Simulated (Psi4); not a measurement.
**UCCSD(T)/6-31G (sweep point 3) run of SiPH4 (SMILES [SiH2]P)**

What is the vertical electron affinity of SiPH4 at UCCSD(T)/6-31G (sweep point 3)? 

Program for the calculation: Psi4 1.11.

### 1 The structure to begin with

The species is SiPH4 (6 atoms), meant as a doublet with charge 0. SMILES: `[SiH2]P`. The shape is that of a GFN2-xTB optimisation. This is one conformer, not always the lowest.

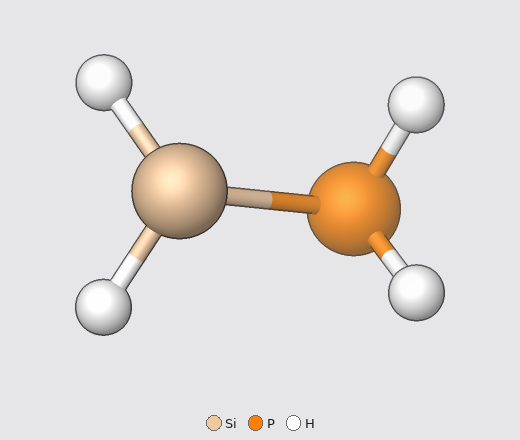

The structure, seen from a chosen angle (silicon light orange, phosphorus orange, hydrogen white).

### 2 The energy at UCCSD(T)/6-31G (sweep point 3)

File calc.inp:

```
memory 1600 mb

molecule {
  0 2
  Si     0.127020    -0.986120    -0.104660
  P     -0.338670     1.170000     0.142220
  H     -0.300620    -1.724700     1.087920
  H     -0.579260    -1.514310    -1.276300
  H      0.434680     1.617150    -0.915300
  H      0.656850     1.437980     1.066130
  symmetry c1
}

set globals {
  basis 6-31G
  reference uhf
  puream true
  scf_type pk
  num_frozen_docc 10
  maxiter 150
}

energy("ccsd(t)")
```

On the command line:

```sh
$ psi4 -i calc.inp -o calc.out -n 1
```

calc.out:

```text
[...]
  Running in c1 symmetry.
[...]
  Nuclear repulsion =   83.322954502856035
[...]
  Multiplicity = 2
[...]
  Nalpha       = 17
  Nbeta        = 16
[...]
    Number of basis functions: 34
[...]
   @UHF iter   1:  -631.79797688936412   -3.94928e-01   4.50694e-03 ADIIS/DIIS
[...]
   @UHF iter  14:  -631.83131262779568   -7.95808e-13   5.31009e-09 DIIS
[...]
   @S^2 Observed:                7.548408274E-01
[...]
    Orbital Energies [Eh]
    ---------------------
    Alpha Occupied:
       1A    -79.931728     2A    -68.787049     3A     -7.498231
       4A     -6.158211     5A     -5.390740     6A     -5.390606
       7A     -5.388938     8A     -4.267870     9A     -4.260431
      10A     -4.260220    11A     -0.897927    12A     -0.719583
      13A     -0.548146    14A     -0.486983    15A     -0.461472
      16A     -0.417946    17A     -0.310026
    Alpha Virtual:
      18A      0.120104    19A      0.161540    20A      0.178929
      21A      0.197707    22A      0.230226    23A      0.311063
      24A      0.361197    25A      0.366090    26A      0.420916
[...]
  @UHF Final Energy:  -631.83131262779568
   => Energetics <=
    Nuclear Repulsion Energy =             83.3229545028560352
    One-Electron Energy =               -1040.4376212690340253
    Two-Electron Energy =                 325.2833541383822080
    Total Energy =                       -631.8313126277957963
  UHF NO Occupations:
  HONO-2 :   15  A 1.9994984
  HONO-1 :   16  A 1.9988364
[...]
 Multipole Moments:
 ------------------------------------------------------------------------------------
     Multipole            Electronic (a.u.)      Nuclear  (a.u.)        Total (a.u.)
 ------------------------------------------------------------------------------------
 L = 1.  Multiply by 2.5417464519 to convert [e a0] to [Debye]
 Dipole X            :         -0.2675950            0.8171773            0.5495822
 Dipole Y            :          1.4787672           -1.6536475           -0.1748803
 Dipole Z            :          0.1555451           -0.2334974           -0.0779523
 Magnitude           :                                                    0.5819796
[...]
      * MP2 total energy                      = -631.932496617799416
[...]
      * CCSD total energy                     = -631.964177849926841
[...]
      * CCSD(T) total energy                     = -631.966273005511766
[...]
```

It took 5.1 s on 1 thread of Intel Xeon Platinum 8488C (Sapphire Rapids), shared host; peak memory 0.19 GiB.

### 3 The singlet anion at the same level

File job.in:

```
memory 1.6 GB

molecule m {
  -1 1
  Si     0.127020    -0.986120    -0.104660
  P     -0.338670     1.170000     0.142220
  H     -0.300620    -1.724700     1.087920
  H     -0.579260    -1.514310    -1.276300
  H      0.434680     1.617150    -0.915300
  H      0.656850     1.437980     1.066130
  units angstrom
  symmetry c1
}

set globals {
  puream true
  scf_type pk
  num_frozen_docc 10
}

energy("ccsd(t)/6-31G")
print_variables()
```

On the command line:

```sh
$ psi4 -i job.in -o job.out -n 1
```

job.out:

```text
[...]
  Running in c1 symmetry.
[...]
  Nuclear repulsion =   83.322954502856035
[...]
  Multiplicity = 1
[...]
  Nalpha       = 17
  Nbeta        = 17
[...]
    Number of basis functions: 34
[...]
   @RHF iter   1:  -631.76854520812844   -3.65497e-01   6.70104e-03 DIIS/ADIIS
[...]
   @RHF iter  10:  -631.82650264305664   -1.93268e-11   9.31783e-09 DIIS
[...]
    Orbital Energies [Eh]
    ---------------------
    Doubly Occupied:
       1A    -79.728400     2A    -68.520411     3A     -7.294628
       4A     -5.888727     5A     -5.188016     6A     -5.187437
       7A     -5.184980     8A     -3.993743     9A     -3.993159
      10A     -3.989664    11A     -0.687874    12A     -0.469825
      13A     -0.349839    14A     -0.261299    15A     -0.251739
      16A     -0.191600    17A     -0.023220
[...]
  @RHF Final Energy:  -631.82650264305664
   => Energetics <=
    Nuclear Repulsion Energy =             83.3229545028560352
    One-Electron Energy =               -1047.8897946373051582
    Two-Electron Energy =                 332.7403374913924381
    Total Energy =                       -631.8265026430566422
[...]
 Multipole Moments:
 ------------------------------------------------------------------------------------
     Multipole            Electronic (a.u.)      Nuclear  (a.u.)        Total (a.u.)
 ------------------------------------------------------------------------------------
 L = 1.  Multiply by 2.5417464519 to convert [e a0] to [Debye]
 Dipole X            :         -1.2476328            0.8171773           -0.4304555
 Dipole Y            :          2.8058058           -1.6536475            1.1521583
 Dipole Z            :          0.3893773           -0.2334974            0.1558800
 Magnitude           :                                                    1.2397819
[...]
      * MP2 total energy                      = -631.936327079077842
[...]
      * CCSD total energy                     = -631.968633319493506
[...]
      * CCSD(T) total energy                  = -631.970863902610176
[...]
```

Run time: 4.5 s. Hardware: 1 thread of Intel Xeon Platinum 8488C (Sapphire Rapids), shared host; peak memory 0.19 GiB.

### 4 What came out

Level: UCCSD(T)/6-31G (sweep point 3), 10 core orbitals frozen.

| quantity | value |
| --- | --- |
| doublet SiPH4: total energy | -631.96627 Eh |
| doublet SiPH4: HOMO energy (Hartree–Fock orbitals) (highest over α and β) | -8.44 eV |
| doublet SiPH4: LUMO energy (Hartree–Fock orbitals) (lowest over α and β) | 0.82 eV |
| doublet SiPH4: correlation energy (10 core orbitals frozen) | -135.0 mEh |
| doublet SiPH4: (T) correction | -2.10 mEh |
| doublet SiPH4: ⟨S²⟩ of the reference determinant | 0.755 |
| doublet SiPH4: T1 diagnostic | 0.019 |
| singlet anion: total energy | -631.97086 Eh |
| singlet anion: HOMO energy (Hartree–Fock orbitals) | -0.63 eV |
| singlet anion: LUMO energy (Hartree–Fock orbitals) | 8.99 eV |
| singlet anion: HOMO–LUMO gap (to an unbound level, set by the basis) | 9.62 eV |
| singlet anion: correlation energy (10 core orbitals frozen) | -144.4 mEh |
| singlet anion: (T) correction | -2.23 mEh |
| singlet anion: T1 diagnostic | 0.008 |
| vertical electron affinity (to the singlet anion) | 0.125 eV |

**Reading.** At fixed nuclei the extra electron is bound by 0.12 eV (12.1 kJ/mol). The basis has no diffuse functions, so the error can be as large as this value. The triples (doublet SiPH4) make up 1.6 % of the correlation energy. The triples (singlet anion) make up 1.5 % of the correlation energy.
